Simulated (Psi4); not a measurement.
**CH3BFN (SMILES C#[N+][BH2-]F): B2PLYP/def2-SVPD (density fitting for correlation)**

Aim: the vertical singlet–triplet gap of CH3BFN at B2PLYP/def2-SVPD (density fitting for correlation), from 2 runs. 

The results are computed with Psi4 1.11.

1 further run of the same task is left out (set aside as unsound or not needed).

### 1 Starting point

CH3BFN has 7 atoms, charge 0, and is taken as a singlet. SMILES: `C#[N+][BH2-]F`. Geometry: relaxed at GFN2-xTB.

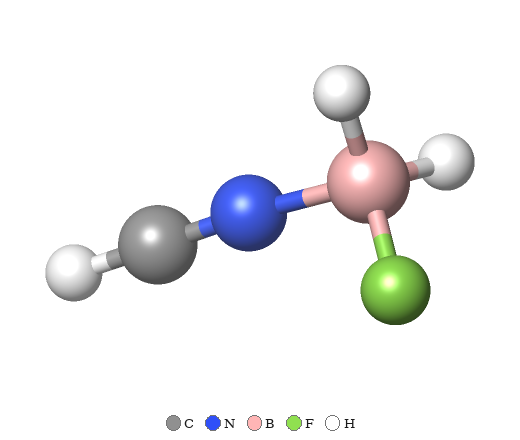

The structure, seen from a chosen angle (carbon grey, nitrogen blue, boron pink, fluorine green, hydrogen white).

### 2 The energy at B2PLYP/def2-SVPD (density fitting for correlation)

Input file ch3bfn.xyz:

```xyz
7
CH3BFN
C     -1.291940     0.797020    -0.678990
N     -0.366240     0.318890    -0.207260
B      0.788360    -0.421380     0.404480
F      0.392070    -1.753630     0.438170
H     -2.138490     1.251870    -1.114600
H      0.912580     0.044360     1.495550
H      1.703670    -0.237130    -0.337340
```

Input file run_ase.py:

```python
import numpy as np
from ase.calculators.psi4 import Psi4
from ase.io import read

atoms = read('ch3bfn.xyz')
calc = Psi4(atoms=atoms, method='b2plyp', basis='def2-SVPD', memory='1600MB', num_threads=1, charge=0, multiplicity=1, label='calc')
calc.psi4.set_options({'puream': True, 'e_convergence': 1e-09, 'd_convergence': 1e-08, 'scf_type': 'pk', 'dft_radial_points': 99, 'dft_spherical_points': 590, 'num_frozen_docc': 4})
atoms.calc = calc

print(f'energy: {atoms.get_potential_energy():.6f} eV')
```

Started as:

```
$ python run_ase.py
```

calc.dat:

```text
[...]
  Running in c1 symmetry.
[...]
  Nuclear repulsion =   99.541678583170210
[...]
  Multiplicity = 1
[...]
  Nalpha       = 15
  Nbeta        = 15
[...]
    Number of basis functions: 107
[...]
   @RKS iter   1:  -218.67370260816560   -6.58220e-01   4.97979e-03 DIIS/ADIIS
[...]
   @RKS iter  12:  -218.80938514301116   -7.04858e-12   2.79482e-09 DIIS
[...]
    Orbital Energies [Eh]
    ---------------------
    Doubly Occupied:
       1A    -25.286819     2A    -14.968892     3A    -10.775877
       4A     -7.106918     5A     -1.271246     6A     -1.144536
       7A     -0.783576     8A     -0.717501     9A     -0.548823
      10A     -0.538983    11A     -0.537186    12A     -0.476268
      13A     -0.461414    14A     -0.402869    15A     -0.330960
[...]
  @RKS Final Energy:  -218.80938514301116
   => Energetics <=
    Nuclear Repulsion Energy =             99.5416785831702100
    One-Electron Energy =                -496.3799485727611227
    Two-Electron Energy =                 191.3975525105098541
    DFT Exchange-Correlation Energy =     -13.3686676639300988
    Empirical Dispersion Energy =           0.0000000000000000
    VV10 Nonlocal Energy =                  0.0000000000000000
    Total Energy =                       -218.8093851430111556
[...]
 Multipole Moments:
 ------------------------------------------------------------------------------------
     Multipole            Electronic (a.u.)      Nuclear  (a.u.)        Total (a.u.)
 ------------------------------------------------------------------------------------
 L = 1.  Multiply by 2.5417464519 to convert [e a0] to [Debye]
 Dipole X            :         -1.2914513           -0.6105632           -1.9020145
 Dipole Y            :         -1.6600884            3.4014133            1.7413248
 Dipole Z            :         -0.3026897           -0.7849791           -1.0876688
 Magnitude           :                                                    2.7987309
[...]
```

Standard output:

```text
energy: -5959.523185 eV
```

Run time: 15 s. Hardware: 1 thread of Intel Xeon 6975P-C (Granite Rapids), shared host; peak memory 0.63 GiB.

### 3 The triplet

Input file job.json:

```json
{
  "schema_name": "qcschema_input",
  "schema_version": 1,
  "molecule": {
    "schema_name": "qcschema_molecule",
    "schema_version": 2,
    "symbols": ["C", "N", "B", "F", "H", "H", "H"],
    "geometry": [-2.44141277, 1.50614952, -1.28310514, -0.6920933, 0.60261476, -0.39166464, 1.48978449, -0.79629279, 0.76435642, 0.74090492, -3.31388042, 0.8280213, -4.04116042, 2.36569144, -2.10628874, 1.72452627, 0.08382825, 2.82617991, 3.21946971, -0.44811076, -0.63748021],
    "molecular_charge": 0,
    "molecular_multiplicity": 3,
    "fix_symmetry": "c1",
    "fix_com": true,
    "fix_orientation": true
  },
  "driver": "energy",
  "model": {
    "method": "b2plyp",
    "basis": "def2-SVPD"
  },
  "keywords": {
    "reference": "uks",
    "puream": true,
    "e_convergence": 1e-09,
    "d_convergence": 1e-08,
    "scf_type": "pk",
    "dft_radial_points": 99,
    "dft_spherical_points": 590,
    "num_frozen_docc": 4,
    "maxiter": 200
  }
}
```

Started as:

```
$ psi4 --qcschema job.json -n 1 --memory 1600MB
```

stdout:

```text
[...]
  Running in c1 symmetry.
[...]
  Nuclear repulsion =   99.541678634548859
[...]
  Multiplicity = 3
[...]
  Nalpha       = 16
  Nbeta        = 14
[...]
    Number of basis functions: 107
[...]
   @UKS iter   1:  -218.49246179719995   -4.76979e-01   4.81304e-03 DIIS/ADIIS
[...]
   @UKS iter  22:  -218.61621902947854    2.24247e-11   2.60789e-09 DIIS
[...]
   @S^2 Observed:                2.021702228E+00
[...]
    Orbital Energies [Eh]
    ---------------------
    Alpha Occupied:
       1A    -25.360634     2A    -14.860216     3A    -10.675583
       4A     -7.188600     5A     -1.341539     6A     -1.076511
       7A     -0.757016     8A     -0.662368     9A     -0.598669
      10A     -0.589642    11A     -0.582313    12A     -0.483700
      13A     -0.480765    14A     -0.472615    15A     -0.421456
      16A     -0.146389
    Alpha Virtual:
      17A      0.044004    18A      0.047614    19A      0.071073
      20A      0.099214    21A      0.105729    22A      0.136034
      23A      0.140237    24A      0.161755    25A      0.171865
[...]
  @UKS Final Energy:  -218.61621902947854
   => Energetics <=
    Nuclear Repulsion Energy =             99.5416786345488589
    One-Electron Energy =                -496.3249513954492613
    Two-Electron Energy =                 191.5295773215200654
    DFT Exchange-Correlation Energy =     -13.3625235900982151
    Empirical Dispersion Energy =           0.0000000000000000
    VV10 Nonlocal Energy =                  0.0000000000000000
    Total Energy =                       -218.6162190294785432
[...]
 Multipole Moments:
 ------------------------------------------------------------------------------------
     Multipole            Electronic (a.u.)      Nuclear  (a.u.)        Total (a.u.)
 ------------------------------------------------------------------------------------
 L = 1.  Multiply by 2.5417464519 to convert [e a0] to [Debye]
 Dipole X            :          4.6315094           -4.4732274            0.1582820
 Dipole Y            :         19.2404118          -18.5497784            0.6906334
 Dipole Z            :         -0.9530547            0.9161014           -0.0369532
 Magnitude           :                                                    0.7095021
[...]
```

The result, in JSON:

```text
{
 "driver": "energy",
 "model": {
  "method": "b2plyp",
  "basis": "def2-SVPD"
 },
 "success": true,
 "return_result": -218.8100883774833,
 "properties": {
  "calcinfo_nbasis": 107,
  "calcinfo_nmo": 107,
  "calcinfo_nalpha": 16,
  "calcinfo_nbeta": 14,
  "calcinfo_natom": 7,
  "nuclear_repulsion_energy": 99.54167863454886,
  "return_energy": -218.8100883774833,
  "scf_one_electron_energy": -496.32495139544926,
  "scf_two_electron_energy": 191.52957732152007,
  "scf_xc_energy": -13.362523590098215,
  "scf_dipole_moment": [0.1582819979528285, 0.6906334190450956, -0.03695324319790927],
  "scf_total_energy": -218.61621902947854,
  "scf_iterations": 22
 }
}
```

It took 38 s on 1 thread of Intel Xeon 6975P-C (Granite Rapids), shared host; peak memory 0.62 GiB.

### 4 Results

At B2PLYP/def2-SVPD (density fitting for correlation), 4 core orbitals frozen:

```
                                                         quantity          value
                                            singlet: total energy  -219.00844 Eh
                       singlet: HOMO energy (SCF part's orbitals)       -9.01 eV
                       singlet: LUMO energy (SCF part's orbitals)       -0.30 eV
                     singlet: HOMO–LUMO gap (SCF part's orbitals)        8.70 eV
                                            triplet: total energy  -218.81009 Eh
triplet: HOMO energy (SCF part's orbitals) (highest over α and β)       -3.98 eV
                                                    triplet: ⟨S²⟩          2.022
                 vertical energy of the triplet above the singlet       5.397 eV
```

What this shows: At this shape the triplet lies 5.40 eV (124 kcal/mol) above the singlet.
